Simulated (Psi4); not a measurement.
# C3H5F (allyl fluoride) at BLYP/def2-SVP

What is the vertical singlet–triplet gap of C3H5F (allyl fluoride) at BLYP/def2-SVP? 

The calculation is run with Psi4 1.11.

2 further runs of the same task are left out: 2 set aside as unsound or not needed.

### Step 1. The molecule

The species is C3H5F (9 atoms), meant as a singlet with charge 0. As SMILES, `C=CCF`. The shape is that of a PBE0-D4/def2-TZVP optimisation. This is one conformer, not always the lowest.

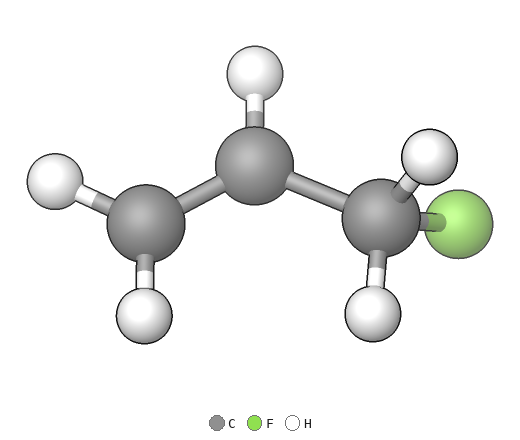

Viewed from a chosen angle; carbon grey, fluorine green, hydrogen white.

### Step 2. A single-point energy at BLYP/def2-SVP

c3h5f.json reads:

```json
{
 "schema_name": "qcschema_input",
 "schema_version": 1,
 "molecule": {
  "schema_name": "qcschema_molecule",
  "schema_version": 2,
  "symbols": ["C", "C", "C", "F", "H", "H", "H", "H", "H"],
  "geometry": [-1.0922617, 2.12121757, -1.14895348, 0.66612846, 0.40704701, -0.66782921, 0.37889009, -1.61155844, 1.26328191, 0.8135271, -3.96502335, 0.19331898, -0.79840929, 3.60786512, -2.52599691, -2.89449351, 2.1051549, -0.1683746, 2.45626602, 0.43595982, -1.67524221, 1.75706735, -1.38101185, 2.79150343, -1.52463104, -1.61061358, 2.06868319],
  "molecular_charge": 0,
  "molecular_multiplicity": 1,
  "fix_symmetry": "c1"
 },
 "driver": "energy",
 "model": {
  "method": "blyp",
  "basis": "def2-SVP"
 },
 "keywords": {
  "puream": true,
  "e_convergence": 1e-09,
  "d_convergence": 1e-08,
  "scf_type": "pk",
  "dft_radial_points": 99,
  "dft_spherical_points": 590,
  "scf_properties": ["LOWDIN_CHARGES", "MAYER_INDICES", "QUADRUPOLE"]
 }
}
```

The run is started by

```bash
$ psi4 --qcschema c3h5f.json -n 1 --memory 1600MB
```

stdout, cut to the lines that bear on the results:

```text
[...]
  Running in c1 symmetry.
[...]
  Nuclear repulsion =  114.580608380919870
[...]
  Multiplicity = 1
[...]
  Nalpha       = 16
  Nbeta        = 16
[...]
    Number of basis functions: 81
[...]
   @RKS iter   1:  -216.53261199633181   -1.20487e-01   9.61429e-03 DIIS/ADIIS
[...]
   @RKS iter  12:  -216.89232617232383   -4.26326e-13   1.81451e-09 DIIS
[...]
    Orbital Energies [Eh]
    ---------------------
    Doubly Occupied:
       1A    -24.258609     2A     -9.992670     3A     -9.930920
       4A     -9.929513     5A     -1.047835     6A     -0.708386
       7A     -0.604273     8A     -0.505697     9A     -0.441125
      10A     -0.423473    11A     -0.409229    12A     -0.373185
      13A     -0.331530    14A     -0.279079    15A     -0.272548
      16A     -0.240072
[...]
  @RKS Final Energy:  -216.89232617232383
   => Energetics <=
    Nuclear Repulsion Energy =            114.5806083809198697
    One-Electron Energy =                -522.9671158049094402
    Two-Electron Energy =                 219.9949270521708229
    DFT Exchange-Correlation Energy =     -28.5007458005051255
    Empirical Dispersion Energy =           0.0000000000000000
    VV10 Nonlocal Energy =                  0.0000000000000000
    Total Energy =                       -216.8923261723238340
[...]
 Multipole Moments:
 ------------------------------------------------------------------------------------
     Multipole            Electronic (a.u.)      Nuclear  (a.u.)        Total (a.u.)
 ------------------------------------------------------------------------------------
 L = 1.  Multiply by 2.5417464519 to convert [e a0] to [Debye]
 Dipole X            :          1.2844740           -1.3622171           -0.0777431
 Dipole Y            :         -4.9746712            5.5635043            0.5888331
 Dipole Z            :         -0.0131013            0.2285317            0.2154304
 Magnitude           :                                                    0.6318059
 L = 2.  Multiply by 1.3450342976 to convert [e a0^2] to [Debye ang]
 Quadrupole XX       :        -53.0287408           36.0191087          -17.0096322
 Quadrupole XY       :         48.0058391          -47.9835653            0.0222738
[...]
```

The result, in JSON:

```text
{
 "driver": "energy",
 "model": {
  "method": "blyp",
  "basis": "def2-SVP"
 },
 "success": true,
 "return_result": -216.89232617232383,
 "properties": {
  "calcinfo_nbasis": 81,
  "calcinfo_nmo": 81,
  "calcinfo_nalpha": 16,
  "calcinfo_nbeta": 16,
  "calcinfo_natom": 9,
  "nuclear_repulsion_energy": 114.58060838091987,
  "return_energy": -216.89232617232383,
  "scf_one_electron_energy": -522.9671158049094,
  "scf_two_electron_energy": 219.99492705217082,
  "scf_xc_energy": -28.500745800505126,
  "scf_dipole_moment": [-0.07774312246969384, 0.5888331146984198, 0.21543041170365151],
  "scf_total_energy": -216.89232617232383,
  "scf_iterations": 12
 }
}
```

Run time: 15 s. Hardware: 1 thread of Intel Xeon Platinum 8488C (Sapphire Rapids), shared host; peak memory 0.82 GiB.

### Step 3. The triplet: energy and forces at UBLYP/def2-SVP

c3h5f.in reads:

```
memory 1600 mb

molecule {
  0 3
  C
  C 1 1.324191
  C 2 1.48608 1 123.55492
  F 3 1.387265 2 110.3456 1 126.14046
  H 1 1.08355 2 121.72294 3 177.89256
  H 1 1.085759 5 116.94543 2 179.63325
  H 2 1.087109 1 120.55705 5 -0.9041
  H 3 1.095791 4 106.90686 2 -120.88558
  H 3 1.093755 8 108.98446 4 116.71624
  symmetry c1
  no_reorient
  no_com
}

set {
  basis def2-SVP
  reference uks
  puream true
  e_convergence 1e-09
  d_convergence 1e-08
  scf_type pk
  dft_radial_points 99
  dft_spherical_points 590
  maxiter 200
}

result, w = gradient('blyp', return_wfn=True)
oeprop(w, 'QUADRUPOLE', 'WIBERG_LOWDIN_INDICES', 'MAYER_INDICES', title='BLYP')
```

The run is started by

```bash
$ psi4 -i c3h5f.in -o c3h5f.out -n 1
```

c3h5f.out, cut to the lines that bear on the results:

```text
[...]
  Running in c1 symmetry.
[...]
  Nuclear repulsion =  114.580614677986702
[...]
  Multiplicity = 3
[...]
  Nalpha       = 17
  Nbeta        = 15
[...]
    Number of basis functions: 81
[...]
   @UKS iter   1:  -215.85340015314665    5.58725e-01   1.39445e-02 ADIIS/DIIS
[...]
   @UKS iter  15:  -216.72295149514414   -4.54747e-13   3.69098e-09 DIIS
[...]
   @S^2 Observed:                2.004856009E+00
[...]
    Orbital Energies [Eh]
    ---------------------
    Alpha Occupied:
       1A    -24.258263     2A     -9.992279     3A     -9.931296
       4A     -9.930297     5A     -1.048444     6A     -0.732726
       7A     -0.613417     8A     -0.511701     9A     -0.446944
      10A     -0.427255    11A     -0.414650    12A     -0.381122
      13A     -0.334225    14A     -0.296894    15A     -0.275186
      16A     -0.269986    17A     -0.073866
    Alpha Virtual:
      18A      0.052468    19A      0.059091    20A      0.076081
      21A      0.108007    22A      0.120416    23A      0.132008
      24A      0.226859    25A      0.308835    26A      0.356403
[...]
  @UKS Final Energy:  -216.72295149514414
   => Energetics <=
    Nuclear Repulsion Energy =            114.5806146779867021
    One-Electron Energy =                -522.7180921883651763
    Two-Electron Energy =                 219.9682275676258598
    DFT Exchange-Correlation Energy =     -28.5537015523915549
    Empirical Dispersion Energy =           0.0000000000000000
    VV10 Nonlocal Energy =                  0.0000000000000000
    Total Energy =                       -216.7229514951441445
[...]
  -Total Gradient:
     Atom            X                  Y                   Z
    ------   -----------------  -----------------  -----------------
       1        0.001828662041    -0.002089499958     0.199473560569
       2        0.002227123607     0.010933208696    -0.200271650368
       3       -0.000603905777    -0.018732987974     0.012014755476
       4       -0.015533013341     0.001781725696    -0.017992549416
       5        0.000499145802    -0.007295621352     0.008013144381
       6       -0.001421917857     0.007073626343     0.007796325950
       7       -0.001775459085    -0.007321721385    -0.007642274815
       8        0.013704733488     0.004670948224    -0.009166715442
       9        0.001070267482     0.010974671947     0.007777529538
[...]
```

Wall time 33 s (1 thread of Intel Xeon Platinum 8488C (Sapphire Rapids), shared host); peak memory 0.82 GiB.

### Step 4. Summary of results

Level: BLYP/def2-SVP.

| quantity | value |
| --- | --- |
| singlet: total energy | -216.89233 Eh |
| singlet: dipole moment | 1.61 D |
| singlet: HOMO energy | -6.53 eV |
| singlet: LUMO energy | -0.88 eV |
| singlet: HOMO–LUMO gap | 5.65 eV |
| triplet: total energy | -216.72295 Eh |
| triplet: dipole moment | 1.58 D |
| triplet: HOMO energy (highest over α and β) | -2.01 eV |
| triplet: ⟨S²⟩ | 2.005 |
| triplet: largest force on an atom | 10.314 eV/Å |
| vertical energy of the triplet above the singlet | 4.609 eV |

What this shows: At this shape the triplet lies 4.61 eV (445 kJ/mol) above the singlet.
